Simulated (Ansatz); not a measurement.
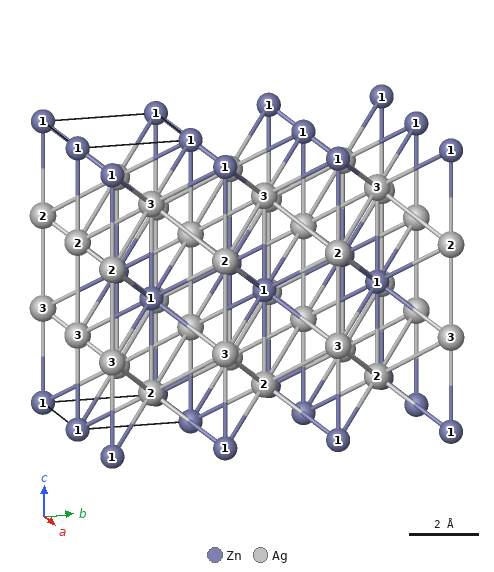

Crystalline ZnAg2 (built on the MoSi2 (C11b)_139 type), before the relaxation. A ball-and-stick model of the conventional cell (2 times the calculation's cell), repeated 2 × 3 × 1 with one cell outlined, seen slightly off an axis. Lengths and directions refer to the drawn axes.

Case: MoSi2 (C11b) type (I4/mmm, No. 139).

These are results of DFT PBE, scalar-relativistic, plane waves, PAW (Ansatz 0.2.0), not measurements.

Input file:
```yaml
crystal:
  lattice:
    - [-1.7354148006, 1.7354148006, 4.2571894326]
    - [1.7354148006, -1.7354148006, 4.2571894326]
    - [1.7354148006, 1.7354148006, -4.2571894326]
  atoms:
    - { symbol: Zn, position: [0.0, 0.0, 0.0] }
    - { symbol: Ag, position: [0.665, 0.665, 0.0] }
    - { symbol: Ag, position: [0.335, 0.335, 0.0] }
basis:
  ecutwfc: 420
kpoints:
  mp_grid: { grid: [18, 18, 18] }
hamiltonian:
  xc: pbe
scf:
  occupations: { method: gaussian, width: 0.1 }
output:
  forces: true
  stress: true
  eigenvalues: true
relax:
  adjacent_minimum: "off"
  f_tol: 0.01
  max_steps: 80
  cell: { stress_tol: 0.05 }
```

Command:
```bash
ansatz run input.yaml --threads 1 --pin off --max-ram 2560MiB --backend cpu --events-out ev --progress --plain --runs-dir out
```

> Where does the relaxation end?

Over 11 accepted moves (16 points after the start) the energy falls by 37.7 meV per atom. The largest force component goes from 0.099 to 0.0005 eV/Å. The pressure goes from −0.48 to −0.01 GPa. The line search rejected the trial steps at points 4, 11 of the run. The SCF was repeated 3 times at an unchanged geometry on a basis and grid sized afresh for the cell, which shifted the energy by 0.7 meV per atom at most. The largest moves relative to the cell, 0.080 Å, are those of Ag2 and Ag3. Ag2 goes along −c. Zn stays in place. The drawn cell changes as follows: a = b 3.471 → 3.123 Å (−10.0 %), c 8.514 → 10.266 Å (+20.6 %); the volume changes by −2.4 %. Among the contacts that change: Zn1–Ag2 2.852 → 3.519 Å, Ag2–Ag3 2.810 → 3.229 Å, Ag2–Ag2 3.471 → 3.123 Å, Zn1–Ag2 (another image) 2.828 → 2.736 Å. The space group stays I4/mmm (No. 139). Cost: 11 min on 1 thread of Arm Neoverse V2, on a shared host, peak memory 0.77 GiB.

Final geometry:

```
CELL_PARAMETERS angstrom
-1.56169 1.56169 5.13308
1.56169 -1.56169 5.13308
1.56169 1.56169 -5.13308
ATOMIC_POSITIONS crystal
Zn 0.00000 0.00000 0.00000
Ag 0.65725 0.65725 0.00000
Ag 0.34275 0.34275 0.00000
```

After the run, drawn alike:

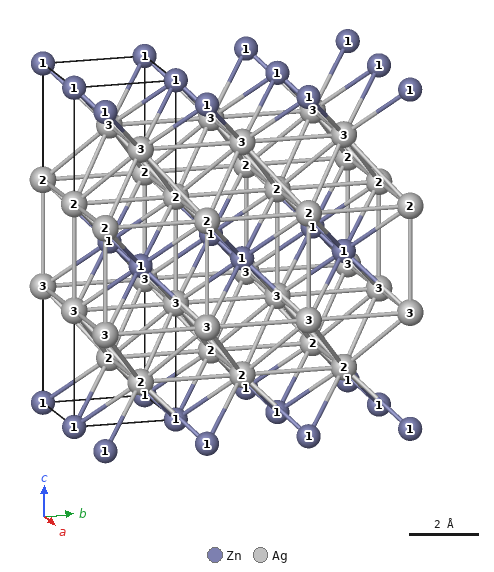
